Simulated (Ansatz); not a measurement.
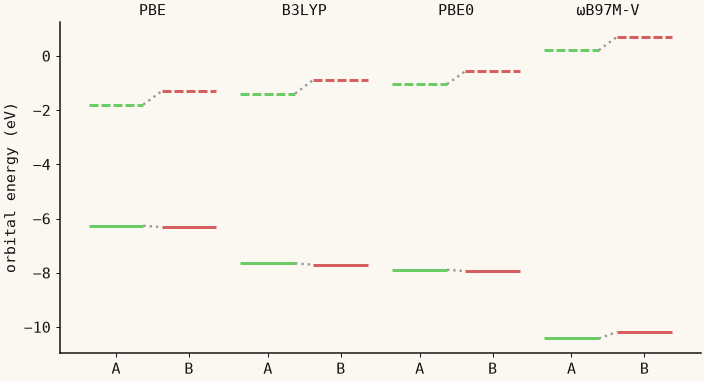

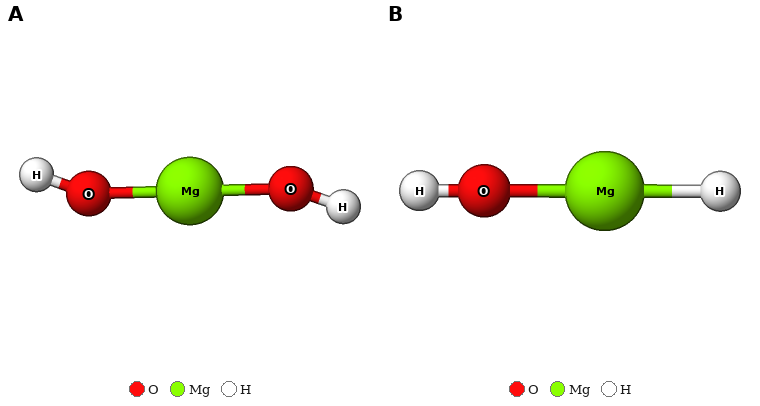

One change: A, MgH₂O₂ (SMILES [OH][Mg][OH]), becomes B, MgH₂O (SMILES [OH][MgH]). OH on Mg is replaced by H. HOMO (solid) and LUMO (dashed) computed in def2-TZVPP at PBE0-D4/def2-TZVP geometries, both minima by their frequencies, gas phase, the Ansatz code. Empty levels above zero depend strongly on the basis.

> What does the change do to HOMO and LUMO?

PBE: the HOMO falls by 0.06 eV, the LUMO rises by 0.49 eV, and the separation goes from 4.47 to 5.02 eV. B3LYP: the HOMO falls by 0.05 eV, the LUMO rises by 0.51 eV, and the separation goes from 6.26 to 6.82 eV. PBE0: the HOMO falls by 0.05 eV, the LUMO rises by 0.47 eV, and the separation goes from 6.85 to 7.37 eV. ωB97M-V: the HOMO rises by 0.24 eV, the LUMO rises by 0.50 eV, and the separation goes from 10.63 to 10.89 eV.

> Do the functionals agree on the effect?

Not on every direction; the HOMO shift lies between −0.06 and 0.24 eV and the LUMO shift between 0.47 and 0.51 eV, while the separations themselves differ by up to 6.2 eV between functionals.
